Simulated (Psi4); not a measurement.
**GaF (SMILES [F][Ga]): B3LYP/pcseg-0 (sweep point 1)**

What is the vertical singlet–triplet gap of GaF at B3LYP/pcseg-0 (sweep point 1)? 

The calculation is run with Psi4 1.11.

## Step 1: Starting point

The species is GaF (2 atoms), meant as a singlet with charge 0. SMILES: `[F][Ga]`. The coordinates come from a PBE0-D4/def2-TZVP relaxation.

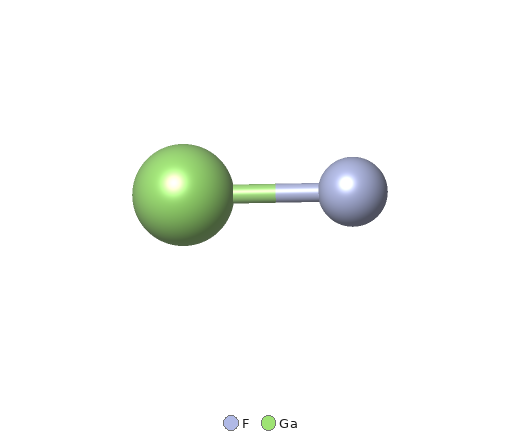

The structure, seen from a chosen angle (fluorine light blue, gallium green).

## Step 2: The energy at B3LYP/pcseg-0 (sweep point 1)

The input, run.py:

```python
import psi4

psi4.set_memory(1600000000)
psi4.set_num_threads(1)
psi4.set_output_file('run.log', False)

molecule = psi4.geometry("""
0 1
F      0.00000000     0.00000000     0.01190527
Ga     0.00000000     0.00000000     3.38799548
units au
symmetry c1
""")

options = {'basis': 'pcseg-0', 'puream': True, 'scf_type': 'pk', 'dft_radial_points': 99, 'dft_spherical_points': 590}
psi4.set_options(options)

E, wfn = psi4.energy('b3lyp', return_wfn=True)
print('E =', round(E, 9))
```

Command:

```sh
$ python run.py
```

run.log:

```text
[...]
  Running in c1 symmetry.
[...]
  Nuclear repulsion =   82.639971874448236
[...]
  Multiplicity = 1
[...]
  Nalpha       = 20
  Nbeta        = 20
[...]
    Number of basis functions: 31
[...]
   @RKS iter   1: -2021.70759202701470   -3.67272e+00   3.29844e-02 ADIIS/DIIS
[...]
   @RKS iter   8: -2022.11974554173707   -5.59339e-10   7.48023e-08 DIIS
[...]
    Orbital Energies [Eh]
    ---------------------
    Doubly Occupied:
       1A   -372.291991     2A    -45.371474     3A    -40.625683
       4A    -40.625683     5A    -40.624088     6A    -24.601543
       7A     -5.380641     8A     -3.766920     9A     -3.766920
      10A     -3.760842    11A     -1.087999    12A     -0.807593
      13A     -0.807593    14A     -0.803031    15A     -0.803031
      16A     -0.799022    17A     -0.416844    18A     -0.344193
      19A     -0.344193    20A     -0.267393
[...]
  @RKS Final Energy: -2022.11974554173707
   => Energetics <=
    Nuclear Repulsion Energy =             82.6399718744482357
    One-Electron Energy =               -2986.4118535707925730
    Two-Electron Energy =                 950.5034176228689375
    DFT Exchange-Correlation Energy =     -68.8512814682617460
    Empirical Dispersion Energy =           0.0000000000000000
    VV10 Nonlocal Energy =                  0.0000000000000000
    Total Energy =                      -2022.1197455417370747
[...]
 Multipole Moments:
 ------------------------------------------------------------------------------------
     Multipole            Electronic (a.u.)      Nuclear  (a.u.)        Total (a.u.)
 ------------------------------------------------------------------------------------
 L = 1.  Multiply by 2.5417464519 to convert [e a0] to [Debye]
 Dipole X            :          0.0000000            0.0000000            0.0000000
 Dipole Y            :         -0.0000000            0.0000000           -0.0000000
 Dipole Z            :          1.8249211           -1.2049111            0.6200100
 Magnitude           :                                                    0.6200100
[...]
```

The script printed:

```text
E = -2022.119745542
```

Run time: 4.5 s. Hardware: 1 thread of Intel Xeon at 2.70GHz, shared host; peak memory 0.29 GiB.

## Step 3: The triplet at the same level

The input, job.py:

```python
import psi4

psi4.set_memory(1600000000)
psi4.set_num_threads(1)
psi4.core.set_output_file('psi4.out', False)

mol = psi4.geometry("""
0 3
F      0.00000000     0.00000000     0.01190527
Ga     0.00000000     0.00000000     3.38799548
units au
symmetry c1
""")

psi4.set_options({
    'basis': 'pcseg-0',
    'reference': 'uks',
    'puream': True,
    'scf_type': 'pk',
    'dft_radial_points': 99,
    'dft_spherical_points': 590,
    'maxiter': 100,
})

e_tot = psi4.energy('b3lyp')
print(f'total energy {e_tot:.8f} hartree = {e_tot * 27.211386:.5f} eV')
```

Command:

```sh
$ python job.py
```

psi4.out:

```text
[...]
  Running in c1 symmetry.
[...]
  Nuclear repulsion =   82.639971874448236
[...]
  Multiplicity = 3
[...]
  Nalpha       = 21
  Nbeta        = 19
[...]
    Number of basis functions: 31
[...]
   @UKS iter   1: -2021.07997622052721   -3.04510e+00   4.08162e-02 DIIS/ADIIS
[...]
   @UKS iter  10: -2021.96755078313777   -2.45836e-09   4.18548e-07 DIIS
[...]
   @S^2 Observed:                2.001971651E+00
[...]
    Orbital Energies [Eh]
    ---------------------
    Alpha Occupied:
       1A   -372.344045     2A    -45.422265     3A    -40.677219
       4A    -40.676035     5A    -40.675570     6A    -24.652374
       7A     -5.429321     8A     -3.817897     9A     -3.813280
      10A     -3.810052    11A     -1.134532    12A     -0.856049
      13A     -0.855500    14A     -0.852083    15A     -0.848948
      16A     -0.847222    17A     -0.468336    18A     -0.385610
      19A     -0.381638    20A     -0.330101    21A     -0.129956
    Alpha Virtual:
      22A     -0.076238    23A      0.025842    24A      0.162139
      25A      0.678282    26A      0.679048    27A      0.696460
[...]
  @UKS Final Energy: -2021.96755078313777
   => Energetics <=
    Nuclear Repulsion Energy =             82.6399718744482357
    One-Electron Energy =               -2984.5747961415336249
    Two-Electron Energy =                 948.7659166779448014
    DFT Exchange-Correlation Energy =     -68.7986431939970942
    Empirical Dispersion Energy =           0.0000000000000000
    VV10 Nonlocal Energy =                  0.0000000000000000
    Total Energy =                      -2021.9675507831375398
[...]
 Multipole Moments:
 ------------------------------------------------------------------------------------
     Multipole            Electronic (a.u.)      Nuclear  (a.u.)        Total (a.u.)
 ------------------------------------------------------------------------------------
 L = 1.  Multiply by 2.5417464519 to convert [e a0] to [Debye]
 Dipole X            :         -0.0000000            0.0000000           -0.0000000
 Dipole Y            :         -0.0000000            0.0000000           -0.0000000
 Dipole Z            :          2.1066069           -1.2049111            0.9016958
 Magnitude           :                                                    0.9016958
[...]
```

On the terminal:

```text
total energy -2021.96755078 hartree = -55020.53950 eV
```

It took 6.3 s on 1 thread of Intel Xeon at 2.70GHz, shared host; peak memory 0.29 GiB.

## Step 4: Outcome

Level: B3LYP/pcseg-0 (sweep point 1).

| quantity | value |
| --- | --- |
| singlet: total energy | -2022.11975 Eh |
| singlet: dipole moment | 1.58 D |
| singlet: HOMO energy | -7.28 eV |
| singlet: LUMO energy | -1.32 eV |
| singlet: HOMO–LUMO gap | 5.96 eV |
| triplet: total energy | -2021.96755 Eh |
| triplet: dipole moment | 2.29 D |
| triplet: HOMO energy (highest over α and β) | -3.54 eV |
| triplet: ⟨S²⟩ | 2.002 |
| vertical energy of the triplet above the singlet | 4.141 eV |

What this shows: At this shape the triplet lies 4.14 eV (400 kJ/mol) above the singlet.
